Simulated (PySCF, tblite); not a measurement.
**C7H12: dynamics, then NMR shifts on frames, part 1 of 2**

How do NMR shifts of C7H12 (`C1CC2(C1)CCC2`) change as the atoms move?

Programs: tblite 0.8.0 and PySCF 2.14.0, with density-fitted response routines of our own. Each step states its level of theory. These are calculated values for one molecule in the gas phase, unless marked as measured. Atoms count from 0, in the outputs and in this text.

**1. The starting structure**

19 atoms, charge 0, multiplicity 1; geometry from: GFN2-xTB.

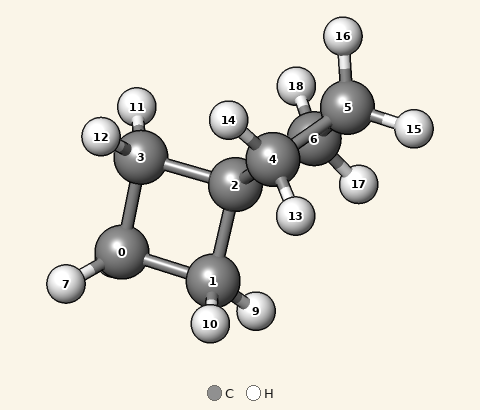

The starting geometry (carbon grey, hydrogen white), atoms numbered.

**2. Dynamics with GFN2-xTB**

What the job is given:

```
{"job": {"kind": "md", "xc": "GFN2-xTB", "basis": "xTB", "temperature": 300, "steps": 2000, "every": 50, "frames": 5}, "charge": 0, "multiplicity": 1}
C     -2.140212     0.035863    -0.368530
C     -1.232218    -0.727196     0.607231
C     -0.005802     0.002686     0.039094
C     -0.931955     0.859876    -0.837643
C      1.017348     0.672157     0.969097
C      2.158636    -0.043065     0.231220
C      1.127831    -0.796687    -0.622033
H     -2.937303     0.611421     0.097555
H     -2.569253    -0.592154    -1.146465
H     -1.219065    -1.808568     0.481385
H     -1.421727    -0.497145     1.654433
H     -0.723220     0.813441    -1.905115
H     -0.968297     1.904579    -0.533033
H      0.911498     0.377643     2.012049
H      1.039923     1.759112     0.911615
H      2.786040    -0.673912     0.857039
H      2.796249     0.626375    -0.341893
H      1.080807    -1.864893    -0.416668
H      1.220916    -0.650284    -1.696802
```

With the program's defaults for keys left out, this is: GFN2-xTB Langevin dynamics, gas phase.

Launch:

```sh
$ OMP_NUM_THREADS=1 python probes_run.py task.json out
```

One launch serves the whole session: the jobs run in the order shown.

Log:

```text
t/fs     T/K      E/eV
    0.0   243.7   -573.77720
   25.0   133.2   -573.42341
   50.0   165.7   -573.29935
   75.0   173.2   -573.43969
  100.0   196.4   -573.40646
  125.0   246.4   -573.37310
  150.0   246.3   -573.30199
  175.0   239.1   -573.22858
  200.0   275.2   -573.22161
  225.0   286.9   -573.32517
  250.0   211.3   -573.21457
  275.0   252.3   -573.25711
  300.0   253.8   -573.18851
  325.0   259.6   -573.19737
  350.0   187.1   -573.13110
  375.0   290.4   -573.29468
  400.0   220.1   -573.05015
  425.0   294.5   -573.23487
  450.0   295.1   -573.06185
  475.0   344.1   -573.20023
  500.0   296.3   -572.98398
  525.0   381.5   -573.17914
  550.0   301.0   -573.15731
  575.0   306.4   -573.13961
  600.0   303.6   -573.12544
  625.0   257.2   -573.10028
  650.0   401.0   -573.15481
  675.0   350.5   -572.99102
  700.0   314.7   -573.04739
  725.0   322.8   -573.13744
  750.0   316.0   -573.14956
  775.0   259.0   -573.03912
  800.0   327.6   -573.24796
  825.0   268.9   -573.02785
  850.0   374.2   -573.19350
  875.0   312.5   -573.11279
  900.0   295.3   -573.12037
  925.0   347.7   -573.27105
  950.0   262.5   -573.05807
  975.0   241.3   -573.20329
 1000.0   256.1   -573.17472
```

Wall time 8.7 s (1 thread of Arm Neoverse V2, shared host); peak memory 0.18 GiB.

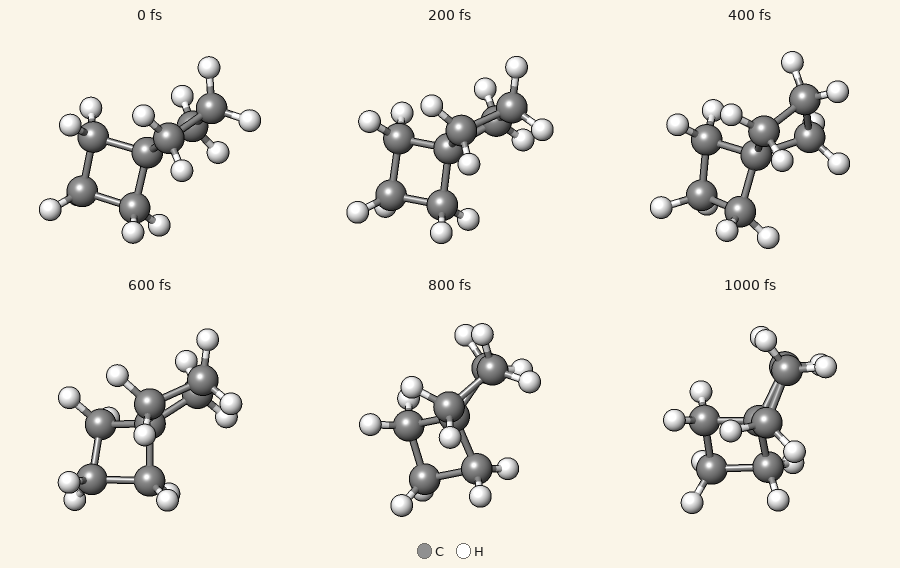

Frames of the run.

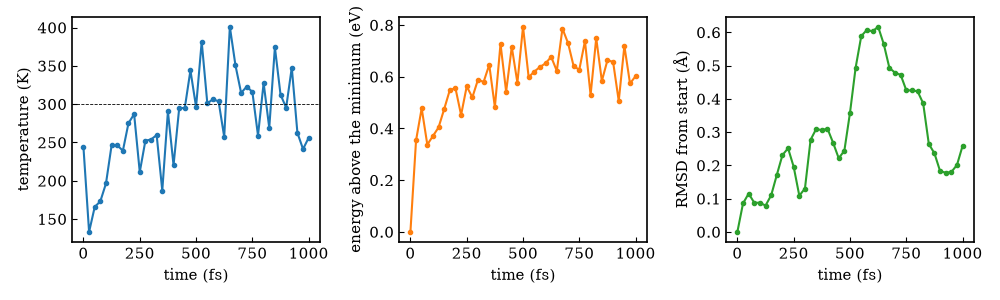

Temperature, potential energy and distance from the start.

Positions (Å) and forces (eV/Å) at 1000 fs:

```xyz
19

C    -1.563   -0.265   -0.440    0.157   -0.447    0.107
C    -0.315   -0.916    0.175   -0.131   -0.220    0.909
C     0.487    0.396    0.049    0.464    0.584   -0.421
C    -0.733    0.961   -0.698    0.052    0.971    1.097
C     1.020    1.168    1.275   -1.786   -0.257    2.157
C     2.270    1.563    0.589    2.143   -0.847   -1.021
C     1.862    0.691   -0.662   -0.161   -0.476    1.541
H    -2.415   -0.206    0.216   -0.153    0.246    0.351
H    -1.906   -0.633   -1.391   -0.192   -0.750   -0.183
H     0.019   -1.780   -0.383    0.352   -0.128    0.157
H    -0.475   -1.137    1.253    0.239   -0.283   -0.691
H    -0.535    0.962   -1.732    0.335    0.692   -1.252
H    -1.125    1.904   -0.332    0.026    0.224   -0.142
H     1.222    0.593    2.245   -0.376    0.254   -1.395
H     0.319    1.977    1.602    0.564   -0.323   -0.337
H     3.221    1.276    1.137   -0.973   -0.149   -0.677
H     2.454    2.594    0.333   -0.473    0.451   -0.092
H     2.462   -0.192   -0.888    0.077    0.059    0.341
H     1.768    1.248   -1.570   -0.163    0.400   -0.449
```

**3. Shielding tensors: 250 fs, PBE0/pcSseg-1**

What the job is given:

```
{"job": {"kind": "nmr", "xc": "PBE0", "basis": "pcSseg-1", "pop": false}, "charge": 0, "multiplicity": 1}
C     -2.349900    -0.737500    -0.322100
C     -1.263800    -1.340200     0.671700
C     -0.153800    -0.517800     0.013500
C     -1.219700     0.080300    -0.981900
C      0.764800     0.407300     0.883300
C      2.002400    -0.319700     0.427300
C      1.184200    -1.269100    -0.418600
H     -3.123500    -0.094000     0.060800
H     -2.790900    -1.494200    -0.927500
H     -1.125400    -2.469100     0.489400
H     -1.361600    -1.121700     1.674200
H     -1.162800    -0.080000    -2.051100
H     -1.321700     1.179400    -0.810200
H      0.551300     0.417000     1.979300
H      0.794100     1.454800     0.495500
H      2.476100    -0.837700     1.265300
H      2.754600     0.303100    -0.105200
H      1.153700    -2.370700    -0.242200
H      1.378100    -1.219100    -1.518500
```

Level: GIAO PBE0/pcSseg-1 NMR shielding, non-relativistic, gas phase.

Log:

```text
coarse grid: 15048 points
cycle   1  E = -273.4322587585  dE =  7.370e-01  |g| = 3.984e-01  |ddm| = 3.854e+00
cycle   2  E = -273.4201848485  dE =  1.207e-02  |g| = 4.680e-01  |ddm| = 8.396e-01
cycle   3  E = -273.4782235216  dE = -5.804e-02  |g| = 3.848e-02  |ddm| = 4.769e-01
cycle   4  E = -273.4784304057  dE = -2.069e-04  |g| = 2.292e-02  |ddm| = 5.437e-02
cycle   5  E = -273.4785500710  dE = -1.197e-04  |g| = 4.565e-03  |ddm| = 2.314e-02
cycle   6  E = -273.4785549140  dE = -4.843e-06  |g| = 3.318e-04  |ddm| = 3.826e-03
final grid: 142920 points
cycle   7  E = -273.5249412019  dE = -4.357e-05  |g| = 9.047e-03  |ddm| = 3.747e-02
cycle   8  E = -273.5249295063  dE =  1.170e-05  |g| = 1.135e-02  |ddm| = 1.986e-02
cycle   9  E = -273.5249630962  dE = -3.359e-05  |g| = 7.202e-04  |ddm| = 1.127e-02
cycle  10  E = -273.5249632024  dE = -1.062e-07  |g| = 2.402e-04  |ddm| = 8.103e-04
cycle  11  E = -273.5249632160  dE = -1.358e-08  |g| = 2.556e-05  |ddm| = 2.125e-04
cycle  12  E = -273.5249632161  dE = -1.392e-10  |g| = 7.737e-06  |ddm| = 3.475e-05
converged SCF energy = -273.5249632161

GIAO shielding tensors (ppm)
atom      isotropic    diamagn.    paramagn.     s11        s22        s33       span
  0 C      172.255     253.379     -81.123    163.429    165.582    187.755     24.326
  1 C      141.871     248.440    -106.569    116.321    135.119    174.172     57.851
  2 C      140.125     246.129    -106.004    124.931    145.094    150.351     25.420
  3 C      145.745     245.154     -99.409    127.533    130.549    179.152     51.619
  4 C      143.258     246.414    -103.156    124.711    131.592    173.472     48.761
  5 C      171.060     250.532     -79.472    161.149    170.740    181.292     20.143
  6 C      142.115     249.074    -106.959    114.761    133.519    178.065     63.304
  7 H       30.113      30.469      -0.356     26.285     27.884     36.170      9.885
  8 H       30.478      30.936      -0.458     27.113     27.926     36.395      9.281
  9 H       28.195      29.792      -1.597     24.742     27.572     32.270      7.527
 10 H       30.226      32.604      -2.378     27.217     29.472     33.989      6.772
 11 H       29.170      30.833      -1.663     25.522     28.305     33.684      8.162
 12 H       28.974      30.510      -1.536     25.693     28.038     33.192      7.499
 13 H       28.857      30.472      -1.615     25.571     27.848     33.152      7.581
 14 H       28.729      30.698      -1.969     25.542     28.135     32.511      6.969
 15 H       29.412      29.340       0.072     26.460     26.668     35.108      8.648
 16 H       29.265      29.131       0.134     25.708     26.411     35.677      9.969
 17 H       29.108      30.896      -1.788     26.396     27.860     33.069      6.673
 18 H       28.605      30.773      -2.169     25.928     27.369     32.517      6.589
```

It took 26 s on 1 thread of Arm Neoverse V2, shared host; peak memory 0.82 GiB.

Shifts follow as δ = σ(reference) − σ, with reference shieldings (ppm) from runs at the same level and on the same kind of geometry: 1H TMS 31.72, 13C TMS 186.9. The references are single molecules in the gas phase. Each atom is listed at this fixed geometry, with no averaging over motion; a spectrum would average atoms that exchange fast.

```tsv
atoms	environment	σ (ppm)	δ (ppm)
C2	quaternary sp3 carbon in a ring	140.1	46.8
C1	sp3 CH2 in a ring	141.9	45.1
C6	sp3 CH2 in a ring	142.1	44.8
C4	sp3 CH2 in a ring	143.3	43.7
C3	sp3 CH2 in a ring	145.7	41.2
C5	sp3 CH2 in a ring	171.1	15.9
C0	sp3 CH2 in a ring	172.3	14.7
H9	hydrogen on an sp3 CH2 in a ring	28.19	3.52
H18	hydrogen on an sp3 CH2 in a ring	28.60	3.11
H14	hydrogen on an sp3 CH2 in a ring	28.73	2.99
H13	hydrogen on an sp3 CH2 in a ring	28.86	2.86
H12	hydrogen on an sp3 CH2 in a ring	28.97	2.74
H17	hydrogen on an sp3 CH2 in a ring	29.11	2.61
H11	hydrogen on an sp3 CH2 in a ring	29.17	2.55
H16	hydrogen on an sp3 CH2 in a ring	29.27	2.45
H15	hydrogen on an sp3 CH2 in a ring	29.41	2.30
H7	hydrogen on an sp3 CH2 in a ring	30.11	1.60
H10	hydrogen on an sp3 CH2 in a ring	30.23	1.49
H8	hydrogen on an sp3 CH2 in a ring	30.48	1.24
```

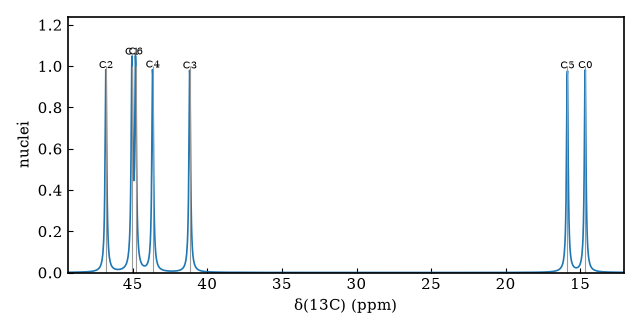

13C lines at the computed shifts, without couplings. Lines are broadened to a width of 0.13 ppm (Lorentzian).

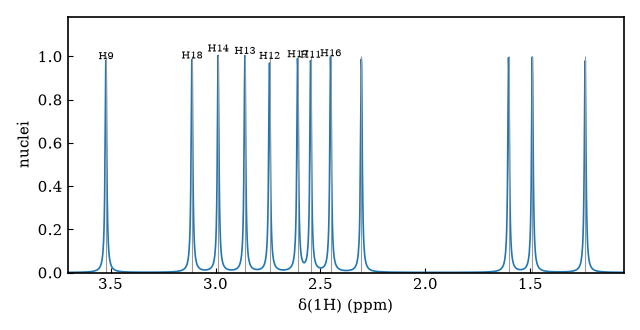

1H lines at the computed shifts, without couplings. Lines are broadened to a width of 0.01 ppm (Lorentzian).

Ring of atoms C0, C1, C2, C3: NICS(0) 0.8, NICS(1) -0.2, NICS(1)zz 5.5 ppm (means of both faces).

Ring of atoms C2, C4, C5, C6: NICS(0) 0.4, NICS(1) -0.2, NICS(1)zz 4.8 ppm (means of both faces).

The fields below are evaluated on a grid from the run's orbitals.

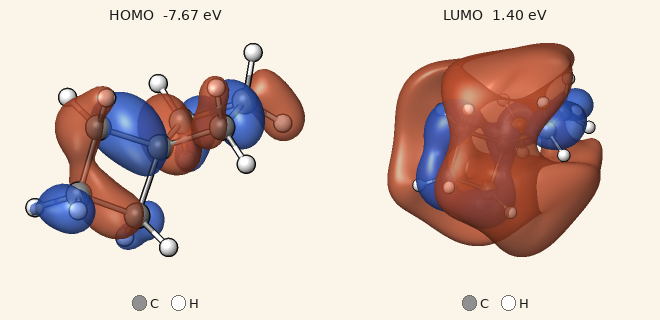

PBE0/pcSseg-1 orbitals near the gap, drawn at the value that encloses 70 % of each; the two colours are the two signs.

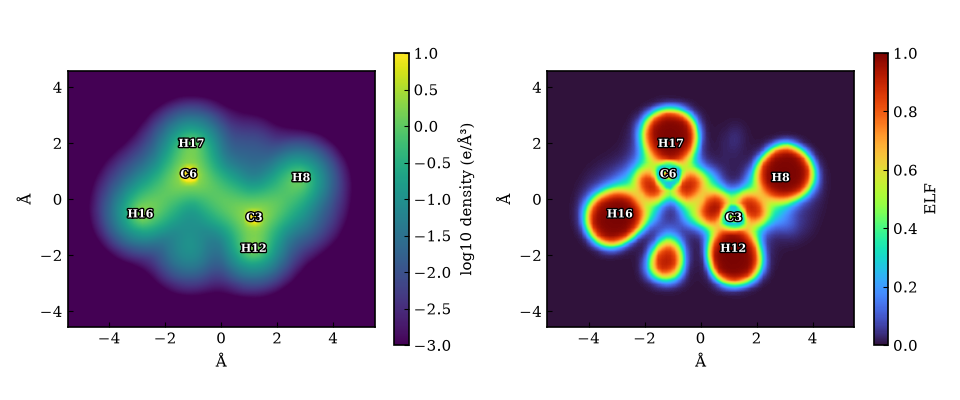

Density (left) and ELF (right) in a plane through or near 6 of the atoms.

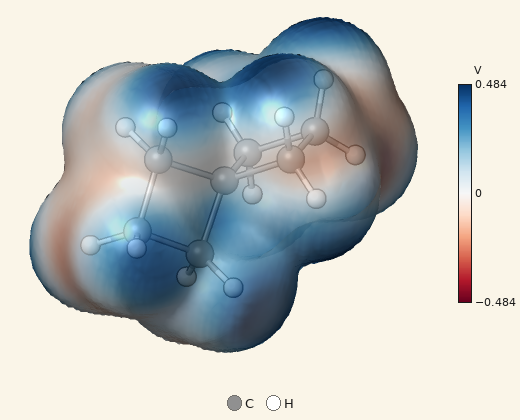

The potential that a unit positive charge feels on the 0.002 e/bohr³ surface, from the 1st to the 99th percentile, from -0.18 to 0.48 V.

**4. NMR shieldings: 425 fs, PBE0/pcSseg-1**

What the job is given:

```
{"job": {"kind": "nmr", "xc": "PBE0", "basis": "pcSseg-1", "pop": false}, "charge": 0, "multiplicity": 1}
C     -2.052100    -1.078900    -0.203600
C     -1.189500    -1.296300     0.998400
C      0.024900    -0.665300     0.309200
C     -0.915300    -0.299400    -0.820900
C      0.915000     0.357600     0.953300
C      2.142000    -0.254000     0.292400
C      1.261700    -1.508800     0.081900
H     -3.022300    -0.509400    -0.087600
H     -2.374300    -1.963900    -0.734000
H     -0.918700    -2.324200     1.294600
H     -1.449400    -0.816800     1.945900
H     -0.545300    -0.700100    -1.831300
H     -0.931800     0.768100    -0.961100
H      0.894000     0.186200     2.017100
H      0.713500     1.404800     0.680300
H      3.108000    -0.331400     0.782200
H      2.431800     0.263100    -0.654800
H      1.459500    -2.196600     0.865500
H      1.393900    -2.054500    -0.818400
```

Level: GIAO PBE0/pcSseg-1 NMR shielding, non-relativistic, gas phase.

Log:

```text
coarse grid: 15048 points
cycle   1  E = -273.4308713406  dE =  1.070e+00  |g| = 4.244e-01  |ddm| = 3.879e+00
cycle   2  E = -273.4101087332  dE =  2.076e-02  |g| = 5.240e-01  |ddm| = 9.553e-01
cycle   3  E = -273.4821712125  dE = -7.206e-02  |g| = 4.519e-02  |ddm| = 5.654e-01
cycle   4  E = -273.4824964022  dE = -3.252e-04  |g| = 2.273e-02  |ddm| = 6.022e-02
cycle   5  E = -273.4826100593  dE = -1.137e-04  |g| = 4.248e-03  |ddm| = 2.201e-02
cycle   6  E = -273.4826140403  dE = -3.981e-06  |g| = 4.296e-04  |ddm| = 3.801e-03
final grid: 142920 points
cycle   7  E = -273.5263541790  dE = -4.446e-05  |g| = 9.443e-03  |ddm| = 3.696e-02
cycle   8  E = -273.5263393715  dE =  1.481e-05  |g| = 1.221e-02  |ddm| = 2.137e-02
cycle   9  E = -273.5263776730  dE = -3.830e-05  |g| = 6.995e-04  |ddm| = 1.224e-02
cycle  10  E = -273.5263777739  dE = -1.010e-07  |g| = 2.085e-04  |ddm| = 8.035e-04
cycle  11  E = -273.5263777837  dE = -9.820e-09  |g| = 2.548e-05  |ddm| = 1.850e-04
cycle  12  E = -273.5263777839  dE = -1.271e-10  |g| = 8.518e-06  |ddm| = 3.355e-05
converged SCF energy = -273.5263777839

GIAO shielding tensors (ppm)
atom      isotropic    diamagn.    paramagn.     s11        s22        s33       span
  0 C      173.909     250.801     -76.892    159.403    173.538    188.786     29.383
  1 C      148.771     249.010    -100.238    128.406    134.774    183.133     54.727
  2 C      156.529     247.725     -91.197    136.276    163.258    170.052     33.776
  3 C      149.503     245.309     -95.807    131.566    139.703    177.240     45.674
  4 C      148.338     244.872     -96.534    127.460    144.539    173.014     45.554
  5 C      170.302     251.319     -81.017    149.427    176.441    185.037     35.609
  6 C      150.090     248.095     -98.005    131.711    137.146    181.414     49.703
  7 H       29.114      28.214       0.900     25.342     26.139     35.861     10.519
  8 H       29.890      29.705       0.185     26.309     27.364     35.997      9.688
  9 H       29.425      30.800      -1.375     25.893     28.451     33.932      8.039
 10 H       29.400      30.825      -1.426     25.988     28.529     33.682      7.693
 11 H       28.125      29.613      -1.489     24.586     26.961     32.827      8.240
 12 H       29.462      31.118      -1.656     26.110     28.595     33.681      7.570
 13 H       29.766      31.243      -1.476     26.691     28.757     33.851      7.160
 14 H       29.475      30.229      -0.754     25.490     27.719     35.215      9.724
 15 H       30.413      30.006       0.408     26.073     27.426     37.742     11.669
 16 H       29.594      30.887      -1.292     25.977     28.051     34.756      8.779
 17 H       30.404      32.314      -1.910     27.243     29.432     34.536      7.294
 18 H       30.356      31.923      -1.567     26.652     28.330     36.085      9.433
```

It took 19 s on 1 thread of Arm Neoverse V2, shared host; peak memory 0.84 GiB.

In short: δ C4 38.6, C1 38.2, C3 37.4, C6 36.8, H11 3.59, H7 2.60 ppm.

**5. Shielding tensors: 625 fs, PBE0/pcSseg-1**

What the job is given:

```
{"job": {"kind": "nmr", "xc": "PBE0", "basis": "pcSseg-1", "pop": false}, "charge": 0, "multiplicity": 1}
C     -1.712700    -0.188500     0.529800
C     -0.618000    -0.985800     1.100900
C      0.348800    -0.119400     0.241900
C     -0.834500     0.215700    -0.702200
C      1.100200     1.016700     0.955100
C      2.372300     0.252800     0.726200
C      1.705300    -0.628700    -0.332200
H     -1.883100     0.690700     1.167700
H     -2.598900    -0.741700     0.302200
H     -0.611900    -2.163500     0.903600
H     -0.375000    -0.882100     2.131100
H     -0.947800    -0.477700    -1.575600
H     -0.929700     1.206900    -1.074000
H      0.744300     1.150500     1.931200
H      1.062900     1.925200     0.325200
H      2.650700    -0.351000     1.632500
H      3.219300     0.841800     0.353500
H      1.849700    -1.703000    -0.187000
H      1.867700    -0.253800    -1.297100
```

With the program's defaults for keys left out, this is: GIAO PBE0/pcSseg-1 NMR shielding, non-relativistic, gas phase.

Log:

```text
coarse grid: 15048 points
cycle   1  E = -273.4236259556  dE =  9.654e-01  |g| = 4.259e-01  |ddm| = 3.841e+00
cycle   2  E = -273.4088685854  dE =  1.476e-02  |g| = 5.036e-01  |ddm| = 9.135e-01
cycle   3  E = -273.4753516596  dE = -6.648e-02  |g| = 4.798e-02  |ddm| = 5.268e-01
cycle   4  E = -273.4757039680  dE = -3.523e-04  |g| = 2.594e-02  |ddm| = 6.504e-02
cycle   5  E = -273.4758559815  dE = -1.520e-04  |g| = 3.979e-03  |ddm| = 2.431e-02
cycle   6  E = -273.4758595623  dE = -3.581e-06  |g| = 3.717e-04  |ddm| = 3.574e-03
final grid: 142920 points
cycle   7  E = -273.5209650728  dE = -4.917e-05  |g| = 9.078e-03  |ddm| = 4.156e-02
cycle   8  E = -273.5209531159  dE =  1.196e-05  |g| = 1.147e-02  |ddm| = 2.026e-02
cycle   9  E = -273.5209867789  dE = -3.366e-05  |g| = 8.768e-04  |ddm| = 1.147e-02
cycle  10  E = -273.5209869442  dE = -1.653e-07  |g| = 2.184e-04  |ddm| = 9.699e-04
cycle  11  E = -273.5209869550  dE = -1.086e-08  |g| = 3.109e-05  |ddm| = 1.961e-04
cycle  12  E = -273.5209869553  dE = -2.152e-10  |g| = 9.526e-06  |ddm| = 5.293e-05
converged SCF energy = -273.5209869553

GIAO shielding tensors (ppm)
atom      isotropic    diamagn.    paramagn.     s11        s22        s33       span
  0 C      169.218     249.855     -80.637    156.342    171.988    179.324     22.982
  1 C      145.885     249.776    -103.890    118.849    154.238    164.569     45.721
  2 C      138.188     249.959    -111.771    124.182    140.174    150.207     26.024
  3 C      147.692     247.056     -99.364    124.251    149.266    169.558     45.307
  4 C      151.856     249.921     -98.066    133.813    149.934    171.820     38.007
  5 C      167.765     253.600     -85.836    159.402    167.681    176.211     16.808
  6 C      153.262     247.229     -93.967    136.578    146.727    176.481     39.903
  7 H       29.185      30.627      -1.442     26.293     27.122     34.139      7.845
  8 H       29.930      30.165      -0.235     25.615     26.595     37.581     11.965
  9 H       27.793      29.295      -1.502     25.051     26.042     32.286      7.235
 10 H       30.265      33.228      -2.964     27.508     28.558     34.729      7.221
 11 H       29.366      30.881      -1.515     26.815     27.616     33.666      6.851
 12 H       30.790      32.582      -1.792     28.001     28.522     35.848      7.847
 13 H       30.463      33.148      -2.685     27.336     29.093     34.960      7.624
 14 H       29.209      31.277      -2.068     26.287     28.198     33.142      6.855
 15 H       28.830      29.721      -0.890     26.132     26.263     34.096      7.964
 16 H       29.519      29.092       0.428     25.814     26.122     36.621     10.807
 17 H       29.711      30.949      -1.238     26.782     27.533     34.817      8.035
 18 H       30.752      32.189      -1.437     27.884     29.590     34.781      6.897
```

Run time: 20 s. Hardware: 1 thread of Arm Neoverse V2, shared host; peak memory 0.84 GiB.

Key values: δ C2 48.7, C1 41.0, C3 39.2, C4 35.1, H9 3.92, H15 2.89 ppm.

(Continued in part 2 of 2.)
